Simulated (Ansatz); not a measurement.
The calculation's input:

```
crystal:
  periodic: [false, false, false]
  atoms:
    - {symbol: Al, position_ang: [0.476377, -0.184145, 0.068315]}
    - {symbol: B, position_ang: [-1.062519, 1.102586, 2.359871]}
    - {symbol: "N", position_ang: [-0.424695, 0.569206, 1.410217]}
    - {symbol: H, position_ang: [-1.659783, 1.602061, 3.249108]}
    - {symbol: H, position_ang: [1.076788, -1.635587, 0.272109]}
    - {symbol: H, position_ang: [0.647156, 0.622575, -1.283997]}
basis:
  gaussian:
    orbitals: def2-TZVPD
total_charge: 0
hamiltonian:
  xc: pbe0
output: {forces: true, orbitals: {seedname: orbitals}}
```

Launched as:

```sh
ansatz run input.yaml --threads 1 --pin off --max-ram 2610MiB --events-out events.jsonl --progress --plain --runs-dir runs
```

Geometry: r2SCAN-D4/def2-SVP.

Level of theory: isolated molecule in a Gaussian basis; Kohn-Sham density functional theory, functional PBE0 (Ansatz).

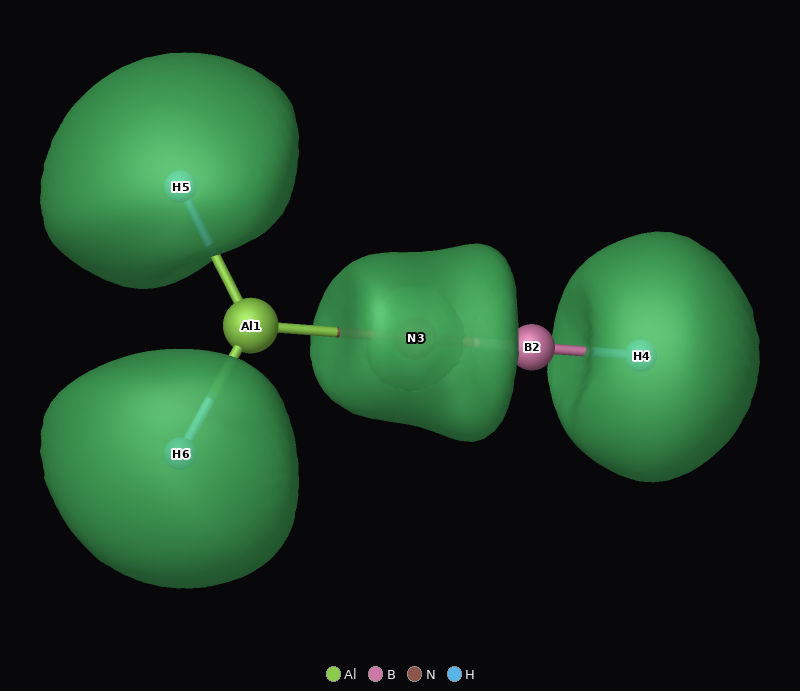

AlBH$_{3}$N (SMILES B=[N][AlH2]). Isosurface of the ELF at 0.75 (green), seen at a tilt. Only the valence region is drawn (cores and ρ < 0.01 e/Å³ removed).

> Describe the localisation domains.

At this value the surface marks out three regions around hydrogen nuclei and one region on N in which the atom's valence shell and bonds are merged.

Values along the shortest contacts:
B–N (1.26 Å): the ELF peaks at about 0.85 between the atoms, as expected for a polar covalent bond. Al–N (1.78 Å): the ELF peaks at about 0.90 in the valence shell of N, 0.7 Å from its nucleus, and is about 0.65 at the midpoint.
